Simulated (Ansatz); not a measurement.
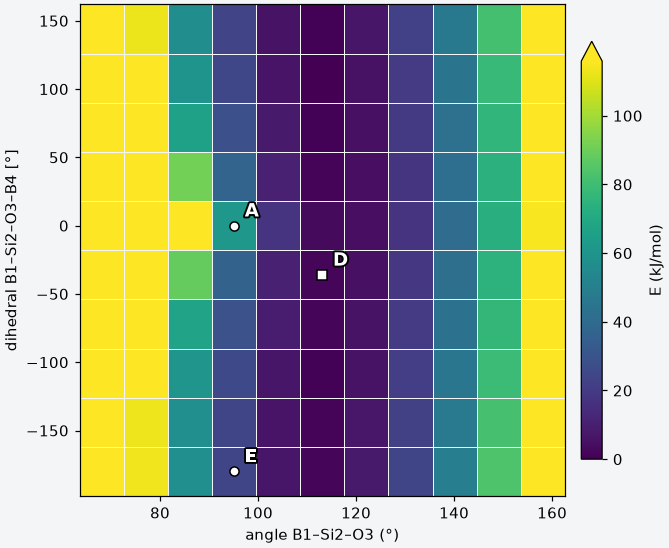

B2FH5OSi, SMILES B[SiH2]OBF. The first coordinate is: angle B1–Si2–O3; the second: dihedral B1–Si2–O3–B4. Nothing is relaxed (all other coordinates rigid). Grid: 11 × 10 points. Energies are in kJ/mol, from the lowest grid point. Energies and slopes of some neighbouring points disagree (a jump in structure or state, or too coarse a mesh). All numbers below come from RKS r2SCAN-D4/def2-SVP in Ansatz 0.2.0.

Drawn: one coloured cell a grid point, one colour for all values above the top of the scale, lettered points.

### Is E the lowest point of the computed grid?

No. E lies 24 kJ/mol above the lowest grid point, which is at angle B1–Si2–O3 = 113°, dihedral B1–Si2–O3–B4 = 108°.

### Rank the lettered points by energy, lowest first.

D (1.5 kJ/mol), E (24 kJ/mol), A (62 kJ/mol).
